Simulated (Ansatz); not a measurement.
Cell of (InSb)7/(HgTe)7 zinc blende (110) superlattice on InSb (the substrate's cell is 0.3 % off cubic on its mesh, so the two in-plane strains differ), with its geometry taken from a PBE run:

```yaml
crystal:
  lattice:
    - [4.69647, 0.00000, 0.00000]
    - [0.00000, 6.62475, 0.00000]
    - [0.00000, 0.00000, 32.95920]
  atoms:
    - { symbol: In, position: [0.00000, 0.99308, 0.00023] }
    - { symbol: Sb, position: [0.50000, 0.23986, 0.99973] }
    - { symbol: In, position: [0.50000, 0.48482, 0.07115] }
    - { symbol: Sb, position: [0.00000, 0.73523, 0.07058] }
    - { symbol: In, position: [0.00000, 0.98548, 0.14196] }
    - { symbol: Sb, position: [0.50000, 0.23573, 0.14241] }
    - { symbol: In, position: [0.50000, 0.48588, 0.21346] }
    - { symbol: Sb, position: [0.00000, 0.73608, 0.21346] }
    - { symbol: In, position: [0.00000, 0.98548, 0.28497] }
    - { symbol: Sb, position: [0.50000, 0.23573, 0.28452] }
    - { symbol: In, position: [0.50000, 0.48482, 0.35578] }
    - { symbol: Sb, position: [0.00000, 0.73523, 0.35634] }
    - { symbol: In, position: [0.00000, 0.99308, 0.42670] }
    - { symbol: Sb, position: [0.50000, 0.23986, 0.42720] }
    - { symbol: Hg, position: [0.50000, 0.49676, 0.49419] }
    - { symbol: Te, position: [0.00000, 0.75758, 0.50017] }
    - { symbol: Hg, position: [0.00000, 0.02132, 0.57148] }
    - { symbol: Te, position: [0.50000, 0.26933, 0.56997] }
    - { symbol: Hg, position: [0.50000, 0.51439, 0.64192] }
    - { symbol: Te, position: [0.00000, 0.76530, 0.64190] }
    - { symbol: Hg, position: [0.00000, 0.01466, 0.71346] }
    - { symbol: Te, position: [0.50000, 0.26563, 0.71346] }
    - { symbol: Hg, position: [0.50000, 0.51439, 0.78501] }
    - { symbol: Te, position: [0.00000, 0.76530, 0.78503] }
    - { symbol: Hg, position: [0.00000, 0.02132, 0.85545] }
    - { symbol: Te, position: [0.50000, 0.26933, 0.85696] }
    - { symbol: Hg, position: [0.50000, 0.49676, 0.93274] }
    - { symbol: Te, position: [0.00000, 0.75758, 0.92676] }
```

Level of theory: HSE06 with spin-orbit coupling (plane waves to 420 eV, PAW; Ansatz, an electronic-structure program).  Its k-point mesh 4×3×1, Fermi–Dirac width 0.01 eV. HSE06 ran on meshes of its own (4×3×1); its edges and gaps are taken over the mesh and over extra points off it, mostly where PBE has its edges.

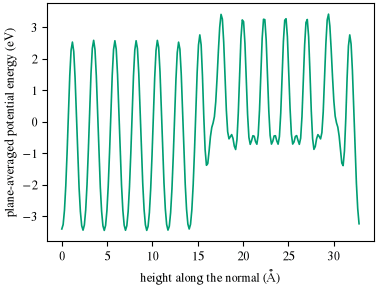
Figure. Smooth (PAW) electrostatic potential energy of an electron, averaged over planes, about its mean

The curve spans 6.9 eV over the stretch drawn.
